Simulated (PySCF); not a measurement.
Molecule: C2H4BrF3Si, SMILES [SiH2](C(F)(F)F)CBr. Atoms near the plane z = 1.5 Å, at the GFN2-xTB optimised geometry (x, y, z in Å): F1 (0.9, 0.6, 0.0), C2 (-0.5, 0.6, 0.0), F4 (-0.9, 1.9, 0.0), Si5 (-1.2, -0.5, 1.5), C6 (-0.3, 0.1, 3.0), H8 (-2.6, -0.2, 1.5), H9 (-0.8, -1.9, 1.2), H10 (0.7, 0.4, 2.9).

Method: CAM-B3LYP/def2-TZVP in PySCF. Cells within 0.4 Å of a nucleus heavier than hydrogen are left out (blank, or x). The values are rescaled to run from 0 to 1.

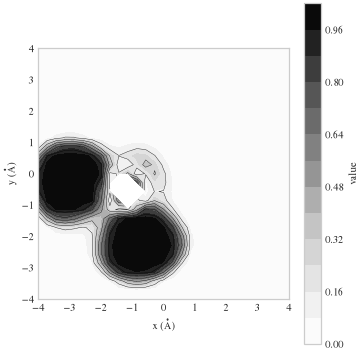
a field on the plane z = 1.5 Å.

**Question.** Which quantity is mapped?
A. an orbital amplitude
B. Laplacian of the electron density
C. electron localisation function
D. log10 of the electron density

**Answer.** C, electron localisation function
